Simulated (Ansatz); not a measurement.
BSiH₆F: geometry relaxation

- system: BSiH₆F
- method: RKS B3LYP-D4/def2-SVP (Ansatz 0.2.0)

The input holds or restrains some coordinates. Forces given for the steps count only the free coordinates. It belongs to a series of runs on one base structure; here: pulled along the bonds that form and break, towards end B. Figures and captions count atoms from 1; the log counts them from 0 in places.

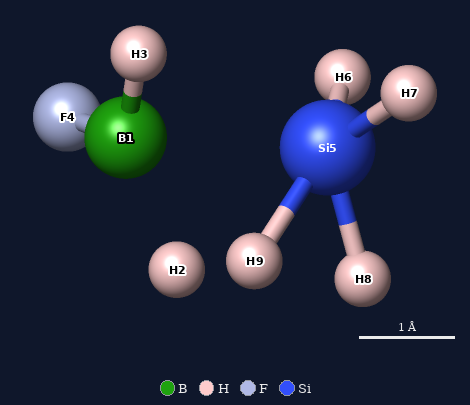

**Figure 1.** The starting structure (ball-and-stick view, seen at a tilt; atoms are numbered from 1 in the order of the input). Bond lengths as drawn: B–F 1.32 Å, B–H 1.19 Å and H–Si 1.46 to 1.59 Å.

The input
```yaml
crystal:
  periodic: [false, false, false]
  atoms:
    - { symbol: B, position_ang: [0.0, 0.0, 0.0] }
    - { symbol: H, position_ang: [0.0, 0.0, 1.54] }
    - { symbol: H, position_ang: [1.0305, 0.0, -0.595] }
    - { symbol: F, position_ang: [-1.1431, 0.0, -0.66] }
    - { symbol: Si, position_ang: [0.094, -2.1331, 0.7095] }
    - { symbol: H, position_ang: [-0.6959, -2.9783, -0.1812] }
    - { symbol: H, position_ang: [1.4817, -2.5871, 0.7061] }
    - { symbol: H, position_ang: [-0.4425, -2.2202, 2.0645] }
    - { symbol: H, position_ang: [0.0384, -0.8711, 1.6809] }
basis:
  gaussian: { orbitals: def2-SVP }
hamiltonian:
  xc: b3lyp
  dispersion: d4
relax:
  f_tol: 0.15
  max_steps: 25
  restrain:
    - { distance: [0, 4], at: 1.95, k: 30.0 }
    - { distance: [8, 1], at: 0.66, k: 30.0 }
    - { distance: [0, 1], at: 2.39, k: 30.0 }
    - { distance: [8, 4], at: 2.66, k: 30.0 }
output:
  orbitals: {}
```

Launch command:
```bash
ansatz run input.yaml --threads 1 --pin off --max-ram 2048MiB --backend cpu --events-out ev --progress --plain --runs-dir out
```

Log
```
The last accepted step is kept in [file] (removed where the run ends without a failure and the disk answers)
Engine: ansatz 0.2.0, aarch64-unknown-linux-gnu
Functional definition: B3LYP
  parameter a0 = 0.2
  parameter ax = 0.72
  parameter ac = 0.81
  exchange = (1 - a0 - ax)*slater_x + ax*b88_x + a0*exact_x
  correlation = (1 - ac)*vwn_rpa_c + ac*lyp_c
805 factors; integrals over basis functions are off by at most 4.8e-4 eV
mean field evaluation 1: about -11358.9976 eV, gradient 2.5e1 eV
mean field evaluation 2: about -11357.9615 eV, gradient 3.8e1 eV
mean field evaluation 4: about -11360.3302 eV, gradient 1.0e0 eV
mean field evaluation 8: about -11360.3561 eV, gradient 4.1e-2 eV
mean field evaluation 16: about -11360.3561 eV, gradient 3.2e-5 eV
mean field -11360.35607515 eV, -417.4853854358 hartree, gradient 3.2e-5 eV, S^2 0.000000; 0 other end points of the search recorded, 0 dependent functions left out
the calculation of the forces begins
reference -11360.35630666 eV, -417.4853939438 hartree; 17, 17 occupied and 59, 59 virtual orbitals, 805 factors
relax step   1: F+E_penalty+E_count = -11360.57272139 eV  Δ(F+E_penalty+E_count) = +0.000e0 eV  max|allowed force component| = 3.641e0 eV/Å  E_restraint = 29.99505646 eV  max|allowed force component, restraints' pulls added| = 3.308e1 eV/Å  Δτ_max = 0.0000 Å  (26 SCF iters, accepted)
  distance B 0 - Si 4 = 2.2500 Å
  distance H 8 - H 1 = 0.8833 Å
  distance B 0 - H 1 = 1.5400 Å
  distance H 8 - Si 4 = 1.5935 Å
these checks for a lower state are left out or cut short: starts, cluster_reference, orbital_swaps, neighbouring_geometries, increment
805 factors; integrals over basis functions are off by at most 1.0e-3 eV
mean field -11361.35039963 eV, -417.5219261865 hartree, gradient 7.5e-6 eV, S^2 0.000000; 0 other end points of the search recorded, 0 dependent functions left out
[... from here on the field's lines of each further geometry are left out, up to the last ...]
relax step   2: F+E_penalty+E_count = -11361.56759970 eV  Δ(F+E_penalty+E_count) = -9.949e-1 eV  max|allowed force component| = 5.737e0 eV/Å  E_restraint = 14.45623970 eV  max|allowed force component, restraints' pulls added| = 1.971e1 eV/Å  Δτ_max = 0.1949 Å  (33 SCF iters, accepted)
relax step   3: F+E_penalty+E_count = -11362.47007264 eV  Δ(F+E_penalty+E_count) = -9.025e-1 eV  max|allowed force component| = 5.331e0 eV/Å  E_restraint = 5.11910829 eV  max|allowed force component, restraints' pulls added| = 9.931e0 eV/Å  Δτ_max = 0.1950 Å  (31 SCF iters, accepted)
relax step   4: F+E_penalty+E_count = -11363.33471048 eV  Δ(F+E_penalty+E_count) = -8.646e-1 eV  max|allowed force component| = 3.499e0 eV/Å  E_restraint = 0.77516024 eV  max|allowed force component, restraints' pulls added| = 4.728e0 eV/Å  Δτ_max = 0.1986 Å  (26 SCF iters, accepted)
relax step   5: F+E_penalty+E_count = -11363.83847858 eV  Δ(F+E_penalty+E_count) = -5.038e-1 eV  max|allowed force component| = 1.773e0 eV/Å  E_restraint = 0.09771054 eV  max|allowed force component, restraints' pulls added| = 1.591e0 eV/Å  Δτ_max = 0.1949 Å  (27 SCF iters, accepted)
relax step   6: F+E_penalty+E_count = -11363.97490325 eV  Δ(F+E_penalty+E_count) = -1.364e-1 eV  max|allowed force component| = 1.215e0 eV/Å  E_restraint = 0.09246179 eV  max|allowed force component, restraints' pulls added| = 1.415e0 eV/Å  Δτ_max = 0.2000 Å  (26 SCF iters, accepted)
relax step   7: F+E_penalty+E_count = -11364.06357782 eV  Δ(F+E_penalty+E_count) = -8.867e-2 eV  max|allowed force component| = 1.422e0 eV/Å  E_restraint = 0.11770213 eV  max|allowed force component, restraints' pulls added| = 1.566e0 eV/Å  Δτ_max = 0.1939 Å  (31 SCF iters, accepted)
relax step   8: F+E_penalty+E_count = -11364.10489168 eV  Δ(F+E_penalty+E_count) = -4.131e-2 eV  max|allowed force component| = 1.681e0 eV/Å  E_restraint = 0.06467177 eV  max|allowed force component, restraints' pulls added| = 2.614e-1 eV/Å  Δτ_max = 0.2000 Å  (26 SCF iters, accepted)
the calculation of the forces begins
reference -11363.92061770 eV, -417.6163799585 hartree; 17, 17 occupied and 59, 59 virtual orbitals, 805 factors
relax step   9: F+E_penalty+E_count = -11364.12622756 eV  Δ(F+E_penalty+E_count) = -2.134e-2 eV  max|allowed force component| = 1.632e0 eV/Å  E_restraint = 0.06561742 eV  max|allowed force component, restraints' pulls added| = 1.498e-1 eV/Å  Δτ_max = 0.1996 Å  (26 SCF iters, accepted)
```

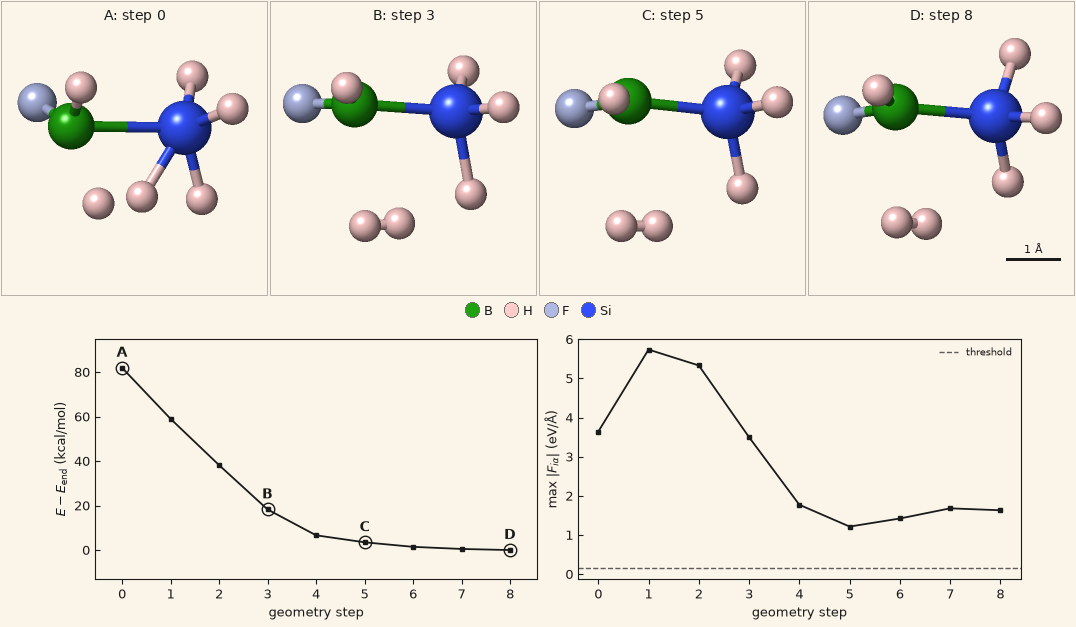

**Figure 2.** Frames of the restrained relaxation (ball-and-stick view, seen at a tilt) above the curves, on which the letters mark them (the first geometry is step 0 here and step 1 in the log).

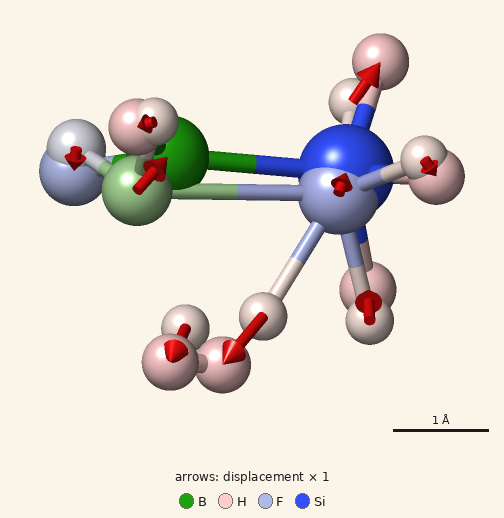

**Figure 3.** Start (faint) and end (solid) with the displacements as red arrows, at true length (ball-and-stick view, seen at a tilt). The two geometries are laid on each other by the best rigid fit. The largest move after the best rigid fit is that of H9, 0.84 Å. Largest moves by element: H 0.84 Å, B 0.57 Å, Si 0.28 Å, F 0.26 Å. Among the contacts that change: Si5–H9 1.594 → 2.668 Å, B1–Si5 2.250 → 1.979 Å, H2–H9 0.883 → 0.719 Å, Si5–H6 1.460 → 1.502 Å. Bonds break: Si5–H9 (1.59 → 2.67 Å). Among the angles that change: H3–B1–Si5 97.0° → 123.7°, F4–B1–Si5 101.2° → 119.6°, H3–B1–F4 120.0° → 116.6°. The energy falls by 81.9 kcal/mol in 8 geometry steps. The largest force component goes from 3.6 to 1.6 eV/Å. (Atoms are counted from 1 in the order of the input.)

```
  distance B 0 - Si 4 = 1.9791 Å
  distance H 8 - H 1 = 0.7188 Å
  distance B 0 - H 1 = 2.3904 Å
  distance H 8 - Si 4 = 2.6681 Å
805 factors; integrals over basis functions are off by at most 5.2e-4 eV
mean field -11363.92038154 eV, -417.6163712798 hartree, gradient 1.0e-5 eV, S^2 0.000000; 1 other end points of the search recorded, 0 dependent functions left out
the calculation of the forces begins
reference -11363.92061770 eV, -417.6163799585 hartree; 17, 17 occupied and 59, 59 virtual orbitals, 805 factors
Total energy: -11364.12646372 eV, -417.6239446601 hartree
Atom 0 at    -0.093819    -0.490644    -0.230047 Å, force    -0.150132     0.654972    -0.371214 eV/Å
Atom 1 at     0.436325     0.493896     1.882736 Å, force     0.561130     1.631878    -0.357687 eV/Å
Atom 2 at     0.860743     0.170845    -0.562785 Å, force     0.068002     0.077009    -0.034672 eV/Å
Atom 3 at    -1.291094     0.039140    -0.455154 Å, force    -0.007214     0.037693     0.010841 eV/Å
Atom 4 at     0.040489    -2.325297     0.500011 Å, force    -0.004192    -1.079352     0.248700 eV/Å
Atom 5 at    -0.402015    -3.321097    -0.534063 Å, force     0.071486     0.045122     0.025411 eV/Å
Atom 6 at     1.440231    -2.657807     0.913129 Å, force    -0.039827     0.020898    -0.032975 eV/Å
Atom 7 at    -0.846434    -2.530918     1.691232 Å, force     0.019002     0.050352    -0.042141 eV/Å
Atom 8 at     0.218673    -0.167918     2.059741 Å, force    -0.518253    -1.438572     0.553736 eV/Å
Dipole moment:     0.113647     0.067515     0.066131 e Å
```

Trajectory as extended XYZ (Å, eV, eV/Å), 9 frames, from step=1 to step=9
```
9
Properties=species:S:1:pos:R:3:forces:R:3 step=1 energy=-11360.57272
B     0.0000    0.0000    0.0000    0.5529  -3.1790   1.4428
H     0.0000    0.0000    1.5400    0.1095   3.6411  -0.3720
H     1.0305    0.0000   -0.5950    0.6718   0.7525   0.7389
F    -1.1431    0.0000   -0.6600   -1.4426   1.1126   0.2568
Si    0.0940   -2.1331    0.7095    0.9567  -1.9817  -2.7754
H    -0.6959   -2.9783   -0.1812   -0.5437  -0.4592  -0.1582
H     1.4817   -2.5871    0.7061    0.5874  -0.4582   0.3397
H    -0.4425   -2.2202    2.0645   -0.3094  -0.5681   1.1346
H     0.0384   -0.8711    1.6809   -0.5826   1.1401  -0.6072
9
Properties=species:S:1:pos:R:3:forces:R:3 step=2 energy=-11361.56760
B     0.0085   -0.1078   -0.0976   -0.2239  -5.7369   0.0441
H     0.0017    0.0340    1.7018    0.1759   3.0052   0.5098
H     1.0462    0.0068   -0.6012    1.1506   1.9430   0.0839
F    -1.1665    0.0111   -0.6701   -1.0053   1.8517   0.1048
Si    0.1036   -2.2066    0.5877    0.3599   1.9548   0.8139
H    -0.7122   -2.9981   -0.1984   -1.2736  -1.8806  -1.3323
H     1.4927   -2.5958    0.7062    0.8581  -0.6238   0.0276
H    -0.4366   -2.2256    2.0499    0.1821  -0.3250  -0.6750
H     0.0256   -0.7078    1.7865   -0.2239  -0.1884   0.4233
9
Properties=species:S:1:pos:R:3:forces:R:3 step=3 energy=-11362.47007
B     0.0107   -0.2671   -0.2100   -0.4101  -3.9540  -0.2175
H     0.0026    0.0820    1.8330    0.0764   5.3311  -0.1176
H     1.0623    0.0397   -0.6057    0.7128   1.7689  -0.1693
F    -1.1807    0.0398   -0.6730   -0.2479   1.3423   0.0322
Si    0.1094   -2.2458    0.4911    0.5237   2.7887   3.3388
H    -0.7299   -3.0276   -0.2202   -1.7562  -2.4594  -1.8931
H     1.5023   -2.6031    0.7037    0.7295  -0.5912  -0.2430
H    -0.4316   -2.2273    2.0300    0.3335  -0.4655  -1.6026
H     0.0180   -0.5803    1.9158    0.0383  -3.7609   0.8722
9
Properties=species:S:1:pos:R:3:forces:R:3 step=4 energy=-11363.33471
B     0.0056   -0.4242   -0.3065    0.1288  -0.5692  -0.5638
H     0.0055    0.2017    1.9258    0.0881   3.3019  -0.4292
H     1.0751    0.0823   -0.6066   -0.4873   0.6376   0.0560
F    -1.1790    0.0638   -0.6668    0.4797   0.3528   0.1321
Si    0.1140   -2.2869    0.4324    0.2053   1.6434   3.4986
H    -0.7645   -3.0874   -0.2636   -1.2172  -2.0115  -1.3963
H     1.5183   -2.6195    0.6908    0.4659  -0.5478  -0.3917
H    -0.4237   -2.2467    1.9764    0.3174  -0.3557  -1.7107
H     0.0120   -0.4730    2.0828    0.0193  -2.4516   0.8051
9
Properties=species:S:1:pos:R:3:forces:R:3 step=5 energy=-11363.83848
B     0.0327   -0.4830   -0.3439   -0.6237  -0.7485   0.2515
H     0.0241    0.3085    1.9309    0.0989   1.2187  -0.2383
H     0.9895    0.0964   -0.5830    1.4824   1.1285  -0.3937
F    -1.1124    0.0638   -0.6481   -0.9192   0.5395  -0.2759
Si    0.0978   -2.2959    0.4429    0.1368   0.0351   1.7731
H    -0.7641   -3.1767   -0.3031   -0.3120  -0.9587  -0.5933
H     1.5243   -2.6640    0.6406    0.0990  -0.3916  -0.2936
H    -0.4318   -2.2833    1.8904    0.0536  -0.1261  -0.7434
H     0.0031   -0.3556    2.2381   -0.0158  -0.6968   0.5136
9
Properties=species:S:1:pos:R:3:forces:R:3 step=6 energy=-11363.97490
B     0.0195   -0.5201   -0.3222   -0.2389   0.4136   0.6672
H     0.0617    0.4571    1.8737    0.1001   1.2154  -0.1750
H     0.9804    0.1596   -0.4026    0.6950   0.4206  -0.4242
F    -1.1360    0.0678   -0.5469   -0.5284   0.1402  -0.4420
Si    0.0878   -2.3449    0.4470    0.1417  -0.3203   1.0754
H    -0.7248   -3.2502   -0.3458   -0.2576  -0.7411  -0.4247
H     1.5097   -2.7468    0.6163    0.0845  -0.2562  -0.1896
H    -0.4678   -2.3677    1.8709    0.0477   0.0278  -0.5476
H     0.0327   -0.2447    2.0744   -0.0442  -0.8999   0.4604
9
Properties=species:S:1:pos:R:3:forces:R:3 step=7 energy=-11364.06358
B    -0.0068   -0.4937   -0.2227   -1.2983   1.4218  -1.3927
H     0.1413    0.5114    1.9535    0.0820   0.9052  -0.0928
H     0.9547    0.2266   -0.3897   -0.0222  -0.0490   0.1334
F    -1.1816    0.0153   -0.7278    1.3311  -0.6612   0.7920
Si    0.0703   -2.3458    0.4715    0.0642  -0.7414   0.5965
H    -0.6922   -3.3010   -0.3674   -0.0619  -0.1333  -0.1642
H     1.4916   -2.7896    0.5937   -0.0032  -0.0417  -0.0524
H    -0.5139   -2.4010    1.8543   -0.0058  -0.0519  -0.1075
H     0.0996   -0.2120    2.0994   -0.0860  -0.6486   0.2878
9
Properties=species:S:1:pos:R:3:forces:R:3 step=8 energy=-11364.10489
B    -0.0598   -0.4905   -0.2518    0.1655   0.8154  -0.4312
H     0.3310    0.4623    1.9133    0.6341   1.6814  -0.4129
H     0.9147    0.1948   -0.5114   -0.1297  -0.0400   0.0295
F    -1.2403    0.0159   -0.5858   -0.0341  -0.0036   0.0528
Si    0.0704   -2.3144    0.5072   -0.0273  -1.1414   0.1489
H    -0.5475   -3.2832   -0.4619    0.0787   0.0097   0.0552
H     1.4924   -2.7354    0.7479   -0.1452   0.0897   0.0042
H    -0.6913   -2.4558    1.7918    0.0500   0.0225  -0.0602
H     0.0936   -0.1836    2.1155   -0.5920  -1.4338   0.6136
9
Properties=species:S:1:pos:R:3:forces:R:3 step=9 energy=-11364.12623
B    -0.0938   -0.4906   -0.2300   -0.1501   0.6550  -0.3712
H     0.4363    0.4939    1.8827    0.5611   1.6319  -0.3577
H     0.8607    0.1708   -0.5628    0.0680   0.0770  -0.0347
F    -1.2911    0.0391   -0.4552   -0.0072   0.0377   0.0108
Si    0.0405   -2.3253    0.5000   -0.0042  -1.0794   0.2487
H    -0.4020   -3.3211   -0.5341    0.0715   0.0451   0.0254
H     1.4402   -2.6578    0.9131   -0.0398   0.0209  -0.0330
H    -0.8464   -2.5309    1.6912    0.0190   0.0504  -0.0421
H     0.2187   -0.1679    2.0597   -0.5183  -1.4386   0.5537
```

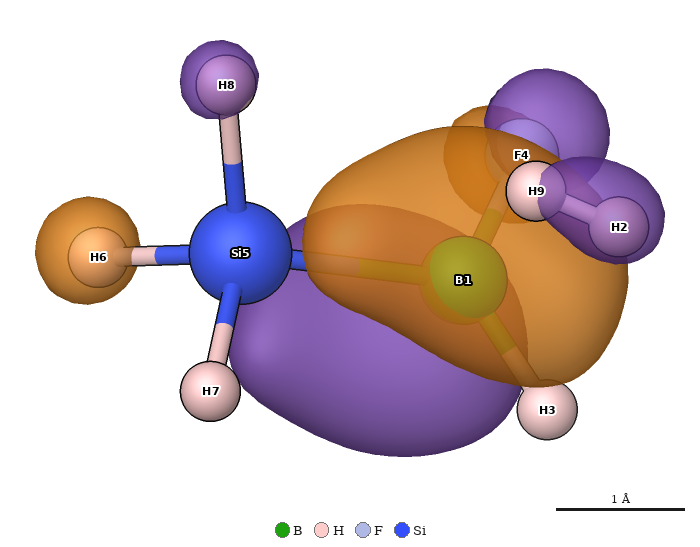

**Figure 4.** The LUMO at ±0.15 Å⁻³ᐟ² (orange and purple are the two phases), seen from the side. It lies mainly on B1 (50 %), Si5 (20 %) and F4 (10 %). Its energy is −1.50 eV.

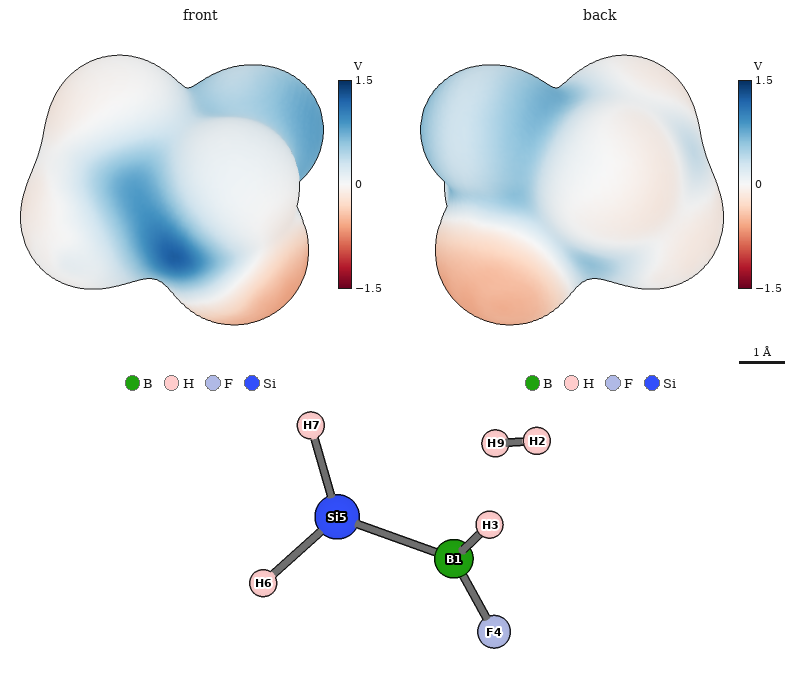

**Figure 5.** The molecular electrostatic potential painted on the density surface at 0.001 e/bohr³, seen at a tilt and from behind; the colour scale runs from red (negative) to blue (positive). The bare structure is drawn below in the same view.

Results in brief

| quantity | value |
| --- | --- |
| outcome | converged under the restraints of the input |
| total energy | −11364.1265 eV |
| mean-field energy | −11363.9206 eV |
| largest force (length of the vector) at the end, held atoms and coordinates included | 1.762 eV/Å |
| hardware | 1 thread of Arm Neoverse V2, 24 GiB of memory available, shared host |
| wall time | 20 s |
| peak memory | 0.14 GiB |
